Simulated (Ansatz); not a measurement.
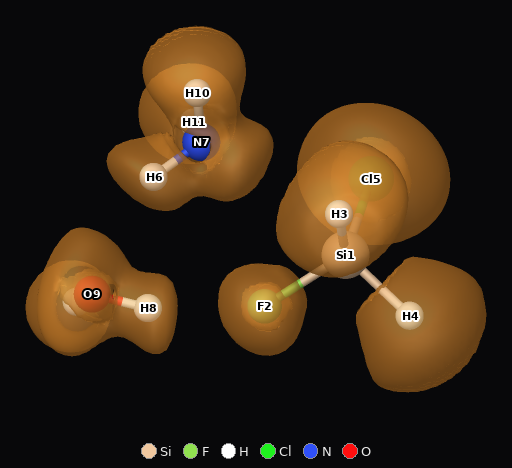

Figure. ClFH2Si···NH3···H2O. Isosurface of the electron localisation function at 0.75 (orange), seen across its widest extent. Only the valence region is drawn (cores and ρ < 0.01 e/Å³ removed).

Not at a stationary point (largest force 0.6 eV/Å).

Level of theory: Ansatz, RKS PBE-D4/def2-SVP.

The calculation's input:

```
crystal:
  periodic: [false, false, false]
  atoms:
    - { symbol: Si, position_ang: [-0.0863, 0.0675, -1.4788] }
    - { symbol: F, position_ang: [-0.1067, -1.6159, -0.3951] }
    - { symbol: H, position_ang: [1.2383, -0.4064, -1.8151] }
    - { symbol: H, position_ang: [-1.4828, -0.2717, -1.6491] }
    - { symbol: Cl, position_ang: [-0.0665, 1.8592, -2.5363] }
    - { symbol: H, position_ang: [0.2519, 0.0538, 1.3536] }
    - { symbol: "N", position_ang: [0.0861, 0.9977, 0.4176] }
    - { symbol: H, position_ang: [0.1752, -1.5493, 0.7726] }
    - { symbol: O, position_ang: [0.3365, -1.0774, 1.9416] }
    - { symbol: H, position_ang: [0.8895, 1.6084, 0.401] }
    - { symbol: H, position_ang: [-0.7349, 1.5563, 0.6005] }
    - { symbol: H, position_ang: [-0.5003, -1.2221, 2.3875] }
basis:
  gaussian: { orbitals: def2-SVP }
hamiltonian:
  xc: pbe
  dispersion: d4
relax:
  f_tol: 0.15
  max_steps: 25
  restrain:
    - { distance: [0, 6], at: 3.12, k: 30.0 }
    - { distance: [5, 8], at: 2.27, k: 30.0 }
    - { distance: [7, 1], at: 2.18, k: 30.0 }
    - { distance: [0, 1], at: 1.68, k: 30.0 }
    - { distance: [5, 6], at: 1.02, k: 30.0 }
    - { distance: [7, 8], at: 0.97, k: 30.0 }
output:
  orbitals: {}
```

Command:

```sh
ansatz run input.yaml --threads 2 --pin off --max-ram 3072MiB --backend cpu --events-out ev --progress --plain --runs-dir out
```

The fields are those of the run's last geometry, not of the input's.

Question: Where are the electrons localised?

Answer: At this value the surface marks out two regions around hydrogen nuclei, one region on Cl in which the atom's valence shell and bonds are merged, one region wrapped around F (its lone pairs, merged into a ring or cap), one joined region spread over several atoms (H, N), in which their bonds and any lone pairs are merged and one joined region spread over several atoms (H, O), in which their bonds and any lone pairs are merged. Profiles from the grid: Si1···N7 (3.11 Å): the ELF peaks at about 0.95 in the valence shell of N, 0.8 Å from its nucleus, and is about 0.10 at the midpoint. Si–F (1.67 Å): the ELF peaks at about 0.85 in the valence shell of F, 0.6 Å from its nucleus, and is about 0.50 at the midpoint.
